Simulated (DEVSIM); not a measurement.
System: abrupt Ge n-p junction, at 350 K.

| layer (left to right) | material | thickness (μm) | Nd (cm⁻³) | Na (cm⁻³) | τn (s) | τp (s) |
|---|---|---|---|---|---|---|
| 1 | Ge | 4.00 | 5.8e16 | - | 5.4e-7 | 5.4e-7 |
| 2 | Ge | 3.50 | - | 2.5e16 | 5.4e-7 | 5.4e-7 |

Left contact: ohmic. Right contact: ohmic. Voltage is applied to the left contact. Recombination: SRH at mid-gap, Auger. Mobility is μmin + (μ − μmin)/(1 + (N/Nref)^α).

This is a model device: material constants are rounded textbook-type values typed into the input, and sizes, dopings and lifetimes were drawn at random. Values at 300 K; Nc and Nv go as T^1.5, mobilities as T to minus their exponent, the gap by Varshni's rule with the affinity fixed.

| parameter | Ge |
|---|---|
| gap (eV) | 0.664 |
| affinity (eV) | 4 |
| permittivity | 16 |
| Nc (cm⁻³) | 1.04e19 |
| Nv (cm⁻³) | 6e18 |
| μn (cm²/Vs) | 3900 |
| μp (cm²/Vs) | 1900 |
| μn,min | 150 |
| μp,min | 100 |
| Nref,n | 2.6e17 |
| Nref,p | 4e17 |
| αn | 0.56 |
| αp | 0.6 |
| T exponent of μn | 1.66 |
| T exponent of μp | 2.33 |
| Cn (cm⁶/s) | 1e-31 |
| Cp (cm⁶/s) | 1e-31 |
| Varshni α (eV/K) | 0.000477 |
| Varshni β (K) | 235 |

Model (solved in DEVSIM): 1D drift-diffusion, Boltzmann statistics, complete ionisation; no tunnelling, impact ionisation, image-force lowering or self-heating.

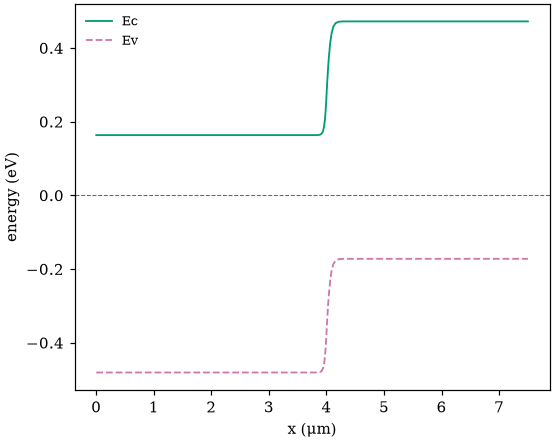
Figure. Band edges at zero bias

Energies count from the Fermi level of the right contact; mesh points crowd at the junctions.

| x (μm) | Ec (eV) | Ev (eV) | n (cm⁻³) | p (cm⁻³) | field (V/cm) |
|---|---|---|---|---|---|
| 0.000 | 0.163 | -0.481 | 5.8e16 | 9.0e11 | ≈ 0 |
| 0.02798 | 0.163 | -0.481 | 5.8e16 | 9.0e11 | ≈ 0 |
| 0.08819 | 0.163 | -0.481 | 5.8e16 | 9.0e11 | ≈ 0 |
| 0.2177 | 0.163 | -0.481 | 5.8e16 | 9.0e11 | ≈ 0 |
| 0.6389 | 0.163 | -0.481 | 5.8e16 | 9.0e11 | ≈ 0 |
| 1.402 | 0.163 | -0.481 | 5.8e16 | 9.0e11 | ≈ 0 |
| 2.672 | 0.163 | -0.481 | 5.8e16 | 9.0e11 | ≈ 0 |
| 3.531 | 0.163 | -0.481 | 5.8e16 | 9.0e11 | ≈ 0 |
| 3.795 | 0.163 | -0.481 | 5.8e16 | 9.0e11 | ≈ 0 |
| 3.913 | 0.167 | -0.478 | 5.2e16 | 1.0e12 | 1500 |
| 3.973 | 0.205 | -0.439 | 1.4e16 | 3.6e12 | 16000 |
| 4.007 | 0.290 | -0.355 | 8.8e14 | 5.9e13 | 29000 |
| 4.042 | 0.377 | -0.268 | 5.0e13 | 1.1e15 | 19000 |
| 4.119 | 0.458 | -0.187 | 3.4e12 | 1.6e16 | 4100 |
| 4.367 | 0.472 | -0.172 | 2.1e12 | 2.5e16 | ≈ 0 |
| 4.817 | 0.472 | -0.172 | 2.1e12 | 2.5e16 | ≈ 0 |
| 5.750 | 0.472 | -0.172 | 2.1e12 | 2.5e16 | ≈ 0 |
| 6.699 | 0.472 | -0.172 | 2.1e12 | 2.5e16 | ≈ 0 |
| 7.222 | 0.472 | -0.172 | 2.1e12 | 2.5e16 | ≈ 0 |
| 7.384 | 0.472 | -0.172 | 2.1e12 | 2.5e16 | ≈ 0 |
| 7.459 | 0.472 | -0.172 | 2.1e12 | 2.5e16 | ≈ 0 |
| 7.500 | 0.472 | -0.172 | 2.1e12 | 2.5e16 | ≈ 0 |
